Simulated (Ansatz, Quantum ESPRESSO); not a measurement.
# Al: work function by face, part 5 of 6

Aim: the work function of the low-index faces of Al, their order, and how far the functional matters.

Quantum ESPRESSO 7.5; plane-wave DFT, PBE, GBRV ultrasoft pseudopotentials; geometry and cross-check by Ansatz 0.2.0 with PAW datasets.

So far. Step 11 (Potential by pp.x of (100)): On (100) the work function under LDA lies +0.15 eV from PBE's. Step 12 (Geometry from Ansatz of (110)): The relaxation lowers the energy by 6 meV an atom. Held were the atoms numbered 3, 4 and 5; the forces quoted are those on the free ones.

**13. Ground state of (110), PBE**

Level of this step: plane-wave DFT, PBE, GBRV ultrasoft pseudopotentials (Quantum ESPRESSO 7.5).

The input, 110.pbe.in:

```
&control
  prefix = '110.pbe'
  outdir = './out'
  pseudo_dir = './pseudo'
  calculation = 'scf'
  tprnfor = .true.
/
&system
  ibrav = 0
  nat = 7
  ntyp = 1
  ecutwfc = 40
  ecutrho = 200
  occupations = 'smearing'
  smearing = 'mv'
  degauss = 0.02
/
&electrons
  conv_thr = 1e-07
  mixing_beta = 0.4
  electron_maxstep = 120
  mixing_mode = 'local-TF'
/
ATOMIC_SPECIES
  Al  26.9815  al_pbe_v1.uspp.F.UPF
CELL_PARAMETERS angstrom
  4.05000000000000 0.00000000000000 0.00000000000000
  0.00000000000000 2.86378246380000 0.00000000000000
  0.00000000000000 0.00000000000000 24.59134739140000
ATOMIC_POSITIONS crystal
  Al  0.000000000000 0.000000000000 0.327950523045
  Al  0.500000000000 0.500000000000 0.380461052445
  Al  0.000000000000 0.000000000000 0.441772558900
  Al  0.500000000000 0.500000000000 0.500000000000
  Al  0.000000000000 0.000000000000 0.558227441100
  Al  0.500000000000 0.500000000000 0.619538946505
  Al  0.000000000000 0.000000000000 0.672049477544
K_POINTS automatic
  8 10 1 0 0 0
```

Launch:

```console
$ OMP_NUM_THREADS=1 mpirun -n 2 pw.x -nk 2 -in 110.pbe.in > 110.pbe.out
```

The program printed:

```text
[banner, memory and clock lines left out]
Program PWSCF v.7.5 starts

          URL

     Message from routine setup:
     using ibrav=0 with symmetry is DISCOURAGED, use correct ibrav instead

     G-vector sticks info

     bravais-lattice index     =            0
     lattice parameter (alat)  =       7.6534  a.u.
     unit-cell volume          =    1924.7484 (a.u.)^3
     number of atoms/cell      =            7
     number of atomic types    =            1
     number of electrons       =        21.00
     number of Kohn-Sham states=           15
     kinetic-energy cutoff     =      40.0000  Ry
     charge density cutoff     =     200.0000  Ry
     scf convergence threshold =      1.0E-07
     mixing beta               =       0.4000
     number of iterations used =            8  local-TF  mixing
     Exchange-correlation= SLA  PW   PBE  PBE
                           (   1   4   3   4   0   0   0)

     celldm(1)=   7.653391  celldm(2)=   0.000000  celldm(3)=   0.000000
     celldm(4)=   0.000000  celldm(5)=   0.000000  celldm(6)=   0.000000

     crystal axes: (cart. coord. in units of alat)
               a(1) = (   1.000000   0.000000   0.000000 )
               a(2) = (   0.000000   0.707107   0.000000 )
               a(3) = (   0.000000   0.000000   6.071938 )

     reciprocal axes: (cart. coord. in units 2 pi/alat)
               b(1) = (  1.000000  0.000000  0.000000 )
               b(2) = (  0.000000  1.414214  0.000000 )
               b(3) = (  0.000000  0.000000  0.164692 )

     PseudoPot. # 1 for Al read from file:
     ./pseudo/al_pbe_v1.uspp.F.UPF
     Pseudo is Ultrasoft + core correction, Zval =  3.0
     Generated by new atomic code, or converted to UPF format
     Using radial grid of  893 points,  3 beta functions with:
                l(1) =   0
                l(2) =   1
                l(3) =   2
     Q(r) pseudized with  8 coefficients,  rinner =    0.900   0.900   0.900
                                                       0.900   0.900

     atomic species   valence    mass     pseudopotential
     Al                3.00    26.98150     Al( 1.00)

      8 Sym. Ops., with inversion, found

   Cartesian axes

     site n.     atom                  positions (alat units)
         1        Al     tau(   1) = (   0.0000000   0.0000000   1.9912951  )
         2        Al     tau(   2) = (   0.5000000   0.3535534   2.3101358  )
         3        Al     tau(   3) = (   0.0000000   0.0000000   2.6824154  )
         4        Al     tau(   4) = (   0.5000000   0.3535534   3.0359688  )
         5        Al     tau(   5) = (   0.0000000   0.0000000   3.3895222  )
         6        Al     tau(   6) = (   0.5000000   0.3535534   3.7618018  )
         7        Al     tau(   7) = (   0.0000000   0.0000000   4.0806425  )

     number of k points=    30  Marzari-Vanderbilt smearing, width (Ry)=  0.0200
                       cart. coord. in units 2pi/alat
        k(    1) = (   0.0000000   0.0000000   0.0000000), wk =   0.0250000
        k(    2) = (   0.0000000   0.1414214   0.0000000), wk =   0.0500000
        k(    3) = (   0.0000000   0.2828427   0.0000000), wk =   0.0500000
        k(    4) = (   0.0000000   0.4242641   0.0000000), wk =   0.0500000
        k(    5) = (   0.0000000   0.5656854   0.0000000), wk =   0.0500000
        k(    6) = (   0.0000000  -0.7071068   0.0000000), wk =   0.0250000
        k(    7) = (   0.1250000   0.0000000   0.0000000), wk =   0.0500000
        k(    8) = (   0.1250000   0.1414214   0.0000000), wk =   0.1000000
        k(    9) = (   0.1250000   0.2828427   0.0000000), wk =   0.1000000
        k(   10) = (   0.1250000   0.4242641   0.0000000), wk =   0.1000000
        k(   11) = (   0.1250000   0.5656854   0.0000000), wk =   0.1000000
        k(   12) = (   0.1250000  -0.7071068   0.0000000), wk =   0.0500000
        k(   13) = (   0.2500000   0.0000000   0.0000000), wk =   0.0500000
        k(   14) = (   0.2500000   0.1414214   0.0000000), wk =   0.1000000
        k(   15) = (   0.2500000   0.2828427   0.0000000), wk =   0.1000000
        k(   16) = (   0.2500000   0.4242641   0.0000000), wk =   0.1000000
        k(   17) = (   0.2500000   0.5656854   0.0000000), wk =   0.1000000
        k(   18) = (   0.2500000  -0.7071068   0.0000000), wk =   0.0500000
        k(   19) = (   0.3750000   0.0000000   0.0000000), wk =   0.0500000
        k(   20) = (   0.3750000   0.1414214   0.0000000), wk =   0.1000000
        k(   21) = (   0.3750000   0.2828427   0.0000000), wk =   0.1000000
        k(   22) = (   0.3750000   0.4242641   0.0000000), wk =   0.1000000
        k(   23) = (   0.3750000   0.5656854   0.0000000), wk =   0.1000000
        k(   24) = (   0.3750000  -0.7071068   0.0000000), wk =   0.0500000
        k(   25) = (  -0.5000000   0.0000000   0.0000000), wk =   0.0250000
        k(   26) = (  -0.5000000   0.1414214   0.0000000), wk =   0.0500000
        k(   27) = (  -0.5000000   0.2828427   0.0000000), wk =   0.0500000
        k(   28) = (  -0.5000000   0.4242641   0.0000000), wk =   0.0500000
        k(   29) = (  -0.5000000   0.5656854   0.0000000), wk =   0.0500000
        k(   30) = (  -0.5000000  -0.7071068   0.0000000), wk =   0.0250000

     Dense  grid:    91823 G-vectors     FFT dimensions: (  36,  25, 216)

     Smooth grid:    65793 G-vectors     FFT dimensions: (  32,  24, 192)

     Initial potential from superposition of free atoms

     starting charge      20.9827, renormalised to      21.0000

     negative rho (up, down):  2.228E-04 0.000E+00
     Starting wfcs are   28 randomized atomic wfcs

     per-process dynamical memory:    84.6 Mb

     Self-consistent Calculation

     iteration #  1     ecut=    40.00 Ry     beta= 0.40
     Davidson diagonalization with overlap
     ethr =  1.00E-02,  avg # of iterations =  3.0

     negative rho (up, down):  3.119E-06 0.000E+00

     total energy              =     -46.88135260 Ry
     estimated scf accuracy    <       0.52274637 Ry

     iteration #  2     ecut=    40.00 Ry     beta= 0.40
     Davidson diagonalization with overlap
     ethr =  2.49E-03,  avg # of iterations =  1.0

     negative rho (up, down):  1.150E-03 0.000E+00

     total energy              =     -46.81228207 Ry
     estimated scf accuracy    <       0.33038134 Ry

     iteration #  3     ecut=    40.00 Ry     beta= 0.40
     Davidson diagonalization with overlap
     ethr =  1.57E-03,  avg # of iterations =  1.9

     total energy              =     -46.84614035 Ry
     estimated scf accuracy    <       0.02977137 Ry

     iteration #  4     ecut=    40.00 Ry     beta= 0.40
[...]
Davidson diagonalization with overlap
     ethr =  2.79E-08,  avg # of iterations =  1.9

     negative rho (up, down):  2.705E-04 0.000E+00

     total energy              =     -46.84690567 Ry
     estimated scf accuracy    <       0.00000021 Ry

     iteration # 14     ecut=    40.00 Ry     beta= 0.40
     Davidson diagonalization with overlap
     ethr =  9.99E-10,  avg # of iterations =  4.0

     negative rho (up, down):  2.744E-04 0.000E+00

     End of self-consistent calculation

          k = 0.0000 0.0000 0.0000 (  8333 PWs)   bands (ev):

    -9.9274  -9.0214  -7.5733  -5.4662  -3.2430  -1.7594  -1.0149  -0.9310
    -0.3730   0.4019   0.5630   1.1125   2.2411   2.4894   3.3827

          k = 0.0000 0.1414 0.0000 (  8303 PWs)   bands (ev):

    -9.7471  -8.8419  -7.3952  -5.2900  -3.0704  -1.5920  -0.8506  -0.7640
    -0.2022   0.5682   0.7311   1.2622   2.3879   2.6557   3.5050

          k = 0.0000 0.2828 0.0000 (  8263 PWs)   bands (ev):

    -9.2074  -8.3049  -6.8626  -4.7634  -2.5573  -1.0898  -0.3875  -0.2632
     0.2561   1.0669   1.1104   1.1904   2.0218   2.2560   2.6833

          k = 0.0000 0.4243 0.0000 (  8211 PWs)   bands (ev):

    -8.3120  -7.4144  -5.9805  -3.8947  -1.7433  -1.3512  -0.6340  -0.2534
     0.5707   0.7527   1.0038   1.2373   1.8969   2.1481   2.7081

          k = 0.0000 0.5657 0.0000 (  8179 PWs)   bands (ev):

    -7.0672  -6.1782  -4.7626  -3.5671  -2.8538  -2.5424  -1.4512  -0.2315
     0.8104   0.9161   1.7358   1.8704   2.4020   2.9668   3.0540

          k = 0.0000-0.7071 0.0000 (  8166 PWs)   bands (ev):

    -5.5289  -5.4343  -4.7080  -4.4991  -3.4184  -2.9714  -1.5122  -0.6371
     0.9102   1.4097   2.3686   2.4677   2.9697   3.1318   3.3397

          k = 0.1250 0.0000 0.0000 (  8277 PWs)   bands (ev):

    -9.7867  -8.8820  -7.4363  -5.3352  -3.2709  -3.0567  -2.3344  -0.9402
    -0.9107   1.2361   1.3128   1.3591   2.1950   3.4877   3.5669

          k = 0.1250 0.1414 0.0000 (  8263 PWs)   bands (ev):

    -9.6066  -8.7027  -7.2584  -5.1592  -3.0986  -2.8845  -2.1637  -0.7717
    -0.7460   1.4023   1.4734   1.5057   2.3568   3.6461   3.6755

          k = 0.1250 0.2828 0.0000 (  8257 PWs)   bands (ev):

    -9.0674  -8.1661  -6.7262  -4.6331  -2.5841  -2.3726  -1.6550  -0.2766
    -0.2696   1.1469   1.8872   1.9902   2.2411   2.2795   2.9475

          k = 0.1250 0.4243 0.0000 (  8201 PWs)   bands (ev):

    -8.1727  -7.2764  -5.8450  -3.7651  -1.7476  -1.5869  -1.1485  -0.8871
    -0.3819   0.5368   0.8422   1.2016   2.6262   2.8457   3.0140

          k = 0.1250 0.5657 0.0000 (  8192 PWs)   bands (ev):

    -6.9289  -6.0413  -4.6282  -3.4334  -2.7204  -2.4185  -1.3329  -0.4734
    -0.0841   0.4058   0.9366   1.7507   1.9490   2.8599   3.1111

          k = 0.1250-0.7071 0.0000 (  8164 PWs)   bands (ev):

    -5.3919  -5.2977  -4.5721  -4.3647  -3.2846  -2.8422  -1.3910  -0.5049
     0.9523   1.0795   1.0802   1.5732   1.7696   2.0524   2.9759

          k = 0.2500 0.0000 0.0000 (  8235 PWs)   bands (ev):

    -9.3656  -8.4651  -7.0281  -4.9666  -4.9383  -4.0051  -2.9216  -2.4201
    -0.9708   0.0284   1.3064   2.4506   3.7615   3.7660   4.4322

          k = 0.2500 0.1414 0.0000 (  8248 PWs)   bands (ev):

    -9.1859  -8.2862  -6.8507  -4.7910  -4.7637  -3.8315  -2.7480  -2.2505
    -0.8037   0.1942   1.4619   2.6010   3.8919   3.8934   4.5550

          k = 0.2500 0.2828 0.0000 (  8232 PWs)   bands (ev):

    -8.6480  -7.7511  -6.3200  -4.2662  -4.2414  -3.3128  -2.2324  -1.7431
    -0.3148   0.6731   1.5113   2.1753   2.6716   3.1123   4.1343

          k = 0.2500 0.4243 0.0000 (  8213 PWs)   bands (ev):

    -7.7556  -6.8637  -5.4413  -3.3998  -3.3774  -2.4603  -1.4088  -0.9514
    -0.7450  -0.1072   0.7508   1.5537   1.5761   2.8731   3.4138

          k = 0.2500 0.5657 0.0000 (  8187 PWs)   bands (ev):

    -6.5150  -5.6320  -4.2280  -3.0437  -2.3217  -2.1400  -2.0980  -1.1896
    -0.9972   0.1362   0.3177   1.2498   1.2852   1.7319   2.1277

          k = 0.2500-0.7071 0.0000 (  8182 PWs)   bands (ev):

    -4.9817  -4.8895  -4.1650  -3.9643  -2.8845  -2.4627  -1.0489  -0.6761
    -0.5557  -0.1604   0.1683   0.4459   1.2424   1.4939   1.7155

          k = 0.3750 0.0000 0.0000 (  8236 PWs)   bands (ev):

    -8.6669  -7.7766  -6.5016  -6.2914  -5.5684  -4.2380  -4.1177  -2.1013
    -2.0548   0.2224   0.3467   2.6339   2.9179   4.7026   5.2359

          k = 0.3750 0.1414 0.0000 (  8226 PWs)   bands (ev):

    -8.4880  -7.5985  -6.3250  -6.1149  -5.3929  -4.0626  -3.9434  -1.9311
    -1.8845   0.3854   0.5133   2.7758   3.0762   4.8065   5.0746

          k = 0.3750 0.2828 0.0000 (  8220 PWs)   bands (ev):

    -7.9524  -7.0657  -5.7967  -5.5869  -4.8679  -3.5392  -3.4229  -1.4242
    -1.3762   0.8507   0.9979   2.3089   3.2218   3.3537   3.6286

          k = 0.3750 0.4243 0.0000 (  8241 PWs)   bands (ev):

    -7.0637  -6.1822  -4.9206  -4.7131  -3.9986  -2.6781  -2.5658  -0.6144
    -0.5533  -0.1330   0.6433   1.7331   1.8725   2.0691   2.2107

          k = 0.3750 0.5657 0.0000 (  8202 PWs)   bands (ev):

    -5.8287  -4.9563  -3.7071  -3.5114  -2.8036  -2.3336  -1.6617  -1.4234
    -1.3174  -0.3234  -0.0818   0.4537   0.8572   0.8650   1.9685

          k = 0.3750-0.7071 0.0000 (  8186 PWs)   bands (ev):

    -4.3008  -4.2167  -3.4892  -3.3136  -2.2547  -2.0984  -2.0805  -1.7876
    -1.3524  -1.1448  -0.2919  -0.1058   0.5687   0.5951   1.9605

          k =-0.5000 0.0000 0.0000 (  8204 PWs)   bands (ev):

    -7.7643  -7.6181  -6.9693  -6.6264  -5.6319  -5.0834  -3.6184  -2.9156
    -1.6720  -0.3061   0.5455   2.3342   2.9825   4.6098   5.2691

          k =-0.5000 0.1414 0.0000 (  8246 PWs)   bands (ev):

    -7.5864  -7.4403  -6.7923  -6.4494  -5.4565  -4.9076  -3.4419  -2.7458
    -1.5023  -0.1377   0.7077   2.4948   3.1262   4.7097   5.3353

          k =-0.5000 0.2828 0.0000 (  8248 PWs)   bands (ev):

    -7.0539  -6.9080  -6.2626  -5.9203  -4.9317  -4.3826  -2.9157  -2.2381
    -0.9971   0.3593   1.1746   2.9096   3.0475   3.3335   3.7369

          k =-0.5000 0.4243 0.0000 (  8246 PWs)   bands (ev):

    -6.1703  -6.0252  -5.3839  -5.0439  -4.0619  -3.5175  -2.0518  -1.4028
    -0.1802   0.7086   0.7570   1.2635   1.3088   1.8333   2.2595

          k =-0.5000 0.5657 0.0000 (  8204 PWs)   bands (ev):

    -4.9420  -4.8004  -4.1630  -3.8338  -2.8561  -2.3460  -1.4818  -1.3234
    -0.9000  -0.7317  -0.6044   0.0964   0.3103   1.1772   1.3404

          k =-0.5000-0.7071 0.0000 (  8176 PWs)   bands (ev):

    -3.4527  -3.4058  -3.2964  -3.0479  -2.6646  -2.5535  -2.5439  -1.9877
    -1.3604  -1.3044  -1.2680  -0.1316   0.1324   1.2273   1.3609

     the Fermi energy is     0.8684 ev

!    total energy              =     -46.84690578 Ry
     estimated scf accuracy    <       0.00000003 Ry
     smearing contrib. (-TS)   =      -0.00041342 Ry
     internal energy E=F+TS    =     -46.84649237 Ry

     The total energy is F=E-TS. E is the sum of the following terms:
     one-electron contribution =    -339.51913646 Ry
     hartree contribution      =     174.79854637 Ry
     xc contribution           =     -29.73573674 Ry
     ewald contribution        =     147.60983446 Ry

     convergence has been achieved in  14 iterations

     negative rho (up, down):  2.744E-04 0.000E+00

     Forces acting on atoms (cartesian axes, Ry/au):

     atom    1 type  1   force =     0.00000000    0.00000000    0.00175033
     atom    2 type  1   force =     0.00000000    0.00000000   -0.00078125
     atom    3 type  1   force =     0.00000000    0.00000000   -0.00475741
     atom    4 type  1   force =     0.00000000    0.00000000    0.00000000
     atom    5 type  1   force =     0.00000000    0.00000000    0.00475741
     atom    6 type  1   force =     0.00000000    0.00000000    0.00078125
     atom    7 type  1   force =     0.00000000    0.00000000   -0.00175033

     Total force =     0.007254     Total SCF correction =     0.000108

     XML data file, charge density, pseudopotentials, collected wavefunctions

                                        0.00s GPU  (     759 calls)
```

The job ended after 38 s (2 MPI ranks of Arm Neoverse V2, shared host; peak memory 0.33 GiB; 77 s of CPU time).

Read from the output:

- free energy: -637.3846 eV
- Fermi energy: 0.8684 eV

**14. Electrostatic potential of (110)**

The input, 110.pbe.pot.in:

```
&inputpp
  prefix = '110.pbe'
  outdir = './out'
  filplot = '110.pbe.pot.dat'
  plot_num = 11
/
```

Launch:

```console
$ OMP_NUM_THREADS=1 mpirun -n 2 pp.x -in 110.pbe.pot.in > 110.pbe.pot.out
```

The program printed:

```text
[banner, memory and clock lines left out]
Program POST-PROC v.7.5 starts

          URL

     ./out/110.pbe.save/

     IMPORTANT: XC functional enforced from input :
     Exchange-correlation= PBE
                           (   1   4   3   4   0   0   0)
     Any further DFT definition will be discarded
     Please, verify this is what you really want

     negative rho (up, down):  2.744E-04 0.000E+00

     Calling punch_plot, plot_num =  11
     Writing data to file  110.pbe.pot.dat
     Message from routine chdens:
     namelist plot not found or invalid, exiting
```

Elapsed: 0.81 s, on 2 MPI ranks; peak memory 0.11 GiB; 1.5 s of CPU time.

This step gave:

* work function of the upper face: 4.028 eV
* slope of the potential above: 2.05e-4 eV/Å
* upper vacuum line continued to the top atoms, over the Fermi level: 4.027 eV
* work function of the lower face: 4.028 eV
* slope of the potential below: -1.41e-4 eV/Å
* lower vacuum line continued to the bottom atoms, over the Fermi level: 4.027 eV

The potential energy, planar mean oscillates, so the rows of the table below give means over windows of 1.48 Å about each position, cut where the curve ends. Its maxima inside the range that stand out by 2 % of the span (Å: eV): 8.7: -6.61, 10.1: -4.45, 11.6: -5.23, 13.0: -5.23, 14.5: -4.45, 15.9: -6.61. Its minima: 8.2: -8.20, 9.3: -8.48, 10.9: -8.25, 12.3: -8.44, 13.7: -8.25, 15.3: -8.48, 16.4: -8.20.

Electrostatic potential energy of an electron; zero at the Fermi level. Table of potential energy, planar mean by z; means over each step:

| z (Å) | potential energy, planar mean (eV) |
| --- | --- |
| 0.74 | 4.03 |
| 2.22 | 4.03 |
| 3.70 | 4.03 |
| 5.18 | 3.98 |
| 6.66 | 2.42 |
| 8.14 | -6.41 |
| 9.62 | -6.61 |
| 11.10 | -6.69 |
| 12.58 | -6.82 |
| 14.06 | -6.42 |
| 15.54 | -7.40 |
| 17.02 | -3.40 |
| 18.50 | 3.60 |
| 19.98 | 4.02 |
| 21.46 | 4.03 |
| 22.94 | 4.03 |
| 24.42 | 4.03 |

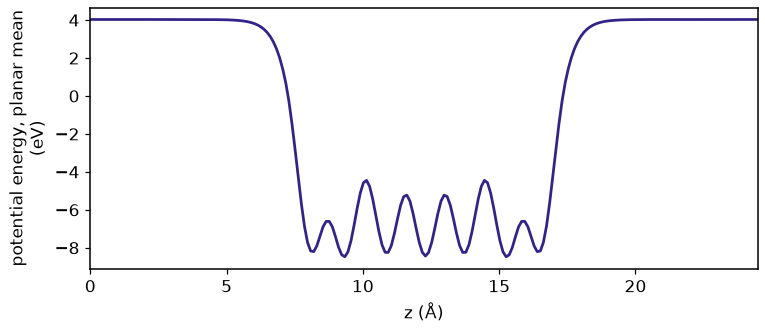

Potential energy, planar mean, plotted against z.

[end of part 5 of 6]

[Logs are printed without paths, hosts, clocks, repeated set-up lines and the standing remarks that a program may print on its own settings, such as how far it seeks lower states.]

[Hosts, paths, dates, database ids (printed as entryN), source tags and the programs' standing remarks are cut or masked in the printed files.]

[Maps of the electrostatic potential energy from Ansatz leave out the sawtooth potential of an applied field or a dipole correction, so their vacuum need not be flat; planar profiles and work functions include it.]
